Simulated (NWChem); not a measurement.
# the pair C2H2FN···C2H2, step by step

Wanted: a single-point energy (singlet C4H4FN, MP2/STO-3G), then the energy (singlet C2H2FN, MP2/STO-3G), then the energy (singlet C2H2, MP2/STO-3G), then the energy (singlet C2H2FN, MP2/STO-3G), then a single-point energy (singlet C2H2, MP2/STO-3G) of C4H4FN and its partners. 

The calculation is run with NWChem 7.3.0.

## 1. The system as given

C4H4FN: 10 atoms, total charge 0, spin state singlet. The two molecules were placed rigidly side by side, at 0.9 times their contact distance; the pair isn't optimised.

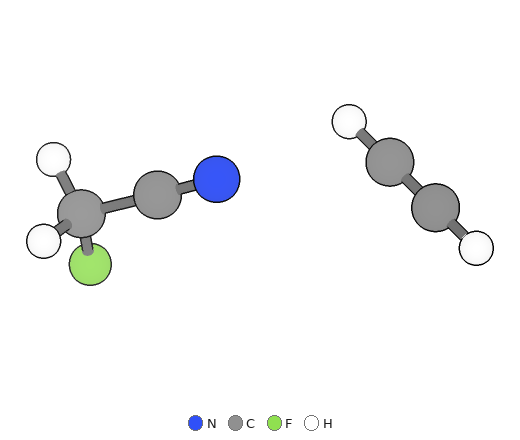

The structure, seen from a chosen angle (nitrogen blue, carbon grey, fluorine green, hydrogen white).

## 2. A single-point energy at MP2/STO-3G (run 1)

Input file c4h4fn.nw:

```
start c4h4fn
title "C4H4FN mp2"
memory stack 880 mb heap 220 mb global 1100 mb

geometry units bohr noautosym nocenter noautoz
 N     -2.90435788    -2.69705492     0.72905634
 C     -1.34608971    -1.23724149     0.34317426
 C      0.60391867     0.66382299    -0.10847028
 F      2.44281117    -0.26327664    -1.67335248
 H      1.45826386     1.20636336     1.69338358
 H     -0.25458390     2.32734890    -0.98379142
 C     -5.91246172    -9.01868014    -0.52757374
 C     -4.61552378    -8.01521667     1.03056214
 H     -7.06612062    -9.91117889    -1.91363116
 H     -3.46186488    -7.12271791     2.41660067
end

basis spherical bse
 N library STO-3G
 C library STO-3G
 F library STO-3G
 H library STO-3G
end

scf
 singlet
 rhf
 thresh 1e-08
 maxiter 80
 noprint "final vectors analysis"
end

mp2
 freeze core 6
 tight
end

task mp2 energy
```

On the command line:

```bash
$ nwchem c4h4fn.nw > c4h4fn.out
```

What it wrote:

```text
[...]
  functions       =    34
[...]
  wavefunction    = RHF
[...]
         Total SCF energy =   -303.560662967846
      One-electron energy =   -758.326385582820
      Two-electron energy =    282.735982023477
 Nuclear repulsion energy =    172.029740591497
        Time for solution =      1.3s
[...]
          Total MP2 energy          -303.921884026622
[...]
```

Run time: 2 s. Hardware: 1 thread of Intel Xeon 6975P-C (Granite Rapids), shared host; peak memory 0.1 GiB.

## 3. C2H2FN: the energy at MP2/STO-3G (run 2)

Input file c2h2fn.nw:

```
start c2h2fn
title "C2H2FN"
memory 2200 mb
charge 0
geometry units bohr noautosym nocenter noautoz
N   -2.90435788  -2.69705492   0.72905634
C   -1.34608971  -1.23724149   0.34317426
C    0.60391867   0.66382299  -0.10847028
F    2.44281117  -0.26327664  -1.67335248
H    1.45826386   1.20636336   1.69338358
H   -0.25458390   2.32734890  -0.98379142
end
basis "ao basis" spherical bse
* library STO-3G
end
scf
thresh 1e-08
maxiter 80
noprint "final vectors analysis"
end
mp2
freeze core 4
tight
end
task mp2 energy
```

On the command line:

```bash
$ nwchem c2h2fn.nw > c2h2fn.out
```

What it wrote:

```text
[...]
  functions       =    22
[...]
  wavefunction    = RHF
[...]
         Total SCF energy =   -227.708881009751
      One-electron energy =   -512.714728169457
      Two-electron energy =    184.787889011031
 Nuclear repulsion energy =    100.217958148675
        Time for solution =      0.4s
[...]
          Total MP2 energy          -227.920880449325
[...]
```

Wall time 0.96 s (1 thread of Intel Xeon 6975P-C (Granite Rapids), shared host); peak memory 0.099 GiB.

## 4. C2H2: a single-point energy at MP2/STO-3G (run 3)

Input file mymol.nw:

```
start mymol
title "C2H2"
memory 2200 mb
geometry units au noautosym nocenter noautoz
 C   -5.91246172  -9.01868014  -0.52757374
 C   -4.61552378  -8.01521667   1.03056214
 H   -7.06612062  -9.91117889  -1.91363116
 H   -3.46186488  -7.12271791   2.41660067
end
basis spherical bse
 C library STO-3G
 H library STO-3G
end
scf
 thresh 1e-08
 maxiter 80
 print low
end
mp2
 freeze core 2
 tight
end
task mp2 energy
```

On the command line:

```bash
$ nwchem mymol.nw > mymol.out
```

What it wrote:

```text
[...]
  functions       =    12
[...]
  wavefunction    = RHF
[...]
         Total SCF energy =    -75.853949101855
      One-electron energy =   -151.461219081512
      Two-electron energy =     50.761827232147
 Nuclear repulsion energy =     24.845442747509
        Time for solution =      0.0s
[...]
          Total MP2 energy           -76.002517021896
[...]
```

Wall time 0.56 s (1 thread of Intel Xeon 6975P-C (Granite Rapids), shared host); peak memory 0.099 GiB.

## 5. C2H2FN among ghost functions: the energy at MP2/STO-3G (with ghost functions) (run 4)

Input file struct.nw:

```
start struct
title "C2H2FN"
memory 2200 mb
geometry units angstroms noautosym nocenter noautoz
N    -1.536920   -1.427220    0.385800
C    -0.712320   -0.654720    0.181600
C     0.319580    0.351280   -0.057400
F     1.292680   -0.139320   -0.885500
H     0.771680    0.638380    0.896100
H    -0.134720    1.231580   -0.520600
bqC     -3.128740    -4.772480    -0.279180
bqC     -2.442430    -4.241470     0.545350
bqH     -3.739230    -5.244770    -1.012650
bqH     -1.831940    -3.769180     1.278810
end
basis "ao basis" spherical bse
N library STO-3G
C library STO-3G
F library STO-3G
H library STO-3G
bqC library C STO-3G
bqH library H STO-3G
end
scf
thresh 1e-08
maxiter 80
noprint "final vectors analysis"
end
mp2
freeze core 4
tight
end
task mp2 energy
```

On the command line:

```bash
$ nwchem struct.nw > struct.out
```

What it wrote:

```text
[...]
  functions       =    34
[...]
  wavefunction    = RHF
[...]
         Total SCF energy =   -227.709880944045
      One-electron energy =   -512.694152229176
      Two-electron energy =    184.766305896760
 Nuclear repulsion energy =    100.217965388371
        Time for solution =      1.1s
[...]
          Total MP2 energy          -227.922064344259
[...]
```

Wall time 1.8 s (1 thread of Intel Xeon 6975P-C (Granite Rapids), shared host); peak memory 0.1 GiB.

## 6. C2H2 among ghost functions: a single-point energy at MP2/STO-3G (with ghost functions) (run 5)

Input file a.nw:

```
start a
memory stack 880 mb heap 220 mb global 1100 mb

geometry units atomic noautosym nocenter noautoz
 C  -5.91246172 -9.01868014 -0.52757374
 C  -4.61552378 -8.01521667  1.03056214
 H  -7.06612062 -9.91117889 -1.91363116
 H  -3.46186488 -7.12271791  2.41660067
 bqN     -2.904358    -2.697055     0.729056
 bqC     -1.346090    -1.237241     0.343174
 bqC      0.603919     0.663823    -0.108470
 bqF      2.442811    -0.263277    -1.673352
 bqH      1.458264     1.206363     1.693384
 bqH     -0.254584     2.327349    -0.983791
end

basis "ao basis" spherical bse
 C library STO-3G
 H library STO-3G
 bqN library N STO-3G
 bqC library C STO-3G
 bqF library F STO-3G
 bqH library H STO-3G
end

scf
 thresh 1e-08
 maxiter 80
 noprint "final vectors analysis"
end

mp2
 freeze core 2
 tight
end

task mp2 energy
```

On the command line:

```bash
$ nwchem a.nw > a.out
```

What it wrote:

```text
[...]
  functions       =    34
[...]
  wavefunction    = RHF
[...]
         Total SCF energy =    -75.854134377498
      One-electron energy =   -151.458265168254
      Two-electron energy =     50.758688043248
 Nuclear repulsion energy =     24.845442747509
        Time for solution =      0.6s
[...]
          Total MP2 energy           -76.002733097190
[...]
```

It took 1.3 s on 1 thread of Intel Xeon 6975P-C (Granite Rapids), shared host; peak memory 0.1 GiB.

## 7. Summary of results

```
                                                                                                                  quantity          value
                                                                                           run 1, MP2/STO-3G: total energy  -303.92188 Eh
                                                            run 1, MP2/STO-3G: correlation energy (6 core orbitals frozen)     -361.2 mEh
                                                                                                      C2H2FN: total energy  -227.92088 Eh
                                                                       C2H2FN: correlation energy (4 core orbitals frozen)     -212.0 mEh
                                                                                                        C2H2: total energy   -76.00252 Eh
                                                                         C2H2: correlation energy (2 core orbitals frozen)     -148.6 mEh
                                                                                C2H2FN among ghost functions: total energy  -227.92206 Eh
                                                 C2H2FN among ghost functions: correlation energy (4 core orbitals frozen)     -212.2 mEh
                                                                                  C2H2 among ghost functions: total energy   -76.00273 Eh
                                                   C2H2 among ghost functions: correlation energy (2 core orbitals frozen)     -148.6 mEh
              interaction energy of the rigid parts C2H2FN and C2H2 (parts in their own basis; closest atoms 2.52 Å apart)       0.041 eV
interaction energy of the rigid parts C2H2FN and C2H2 (parts in the whole basis, counterpoise; closest atoms 2.52 Å apart)       0.079 eV
```

The interaction energy of the rigid parts C2H2FN and C2H2 (parts in their own basis; closest atoms 2.52 Å apart) is 0.04 eV (0.9 kcal/mol): the parts repel at this shape. Without counterpoise this holds the superposition error of the basis. The interaction energy of the rigid parts C2H2FN and C2H2 (parts in the whole basis, counterpoise; closest atoms 2.52 Å apart) is 0.08 eV (7.6 kJ/mol): the parts repel at this shape. The basis-set superposition error is 3.7 kJ/mol. Mulliken charges (C2H2FN) run from -0.17 on N1 to +0.10 on H5.
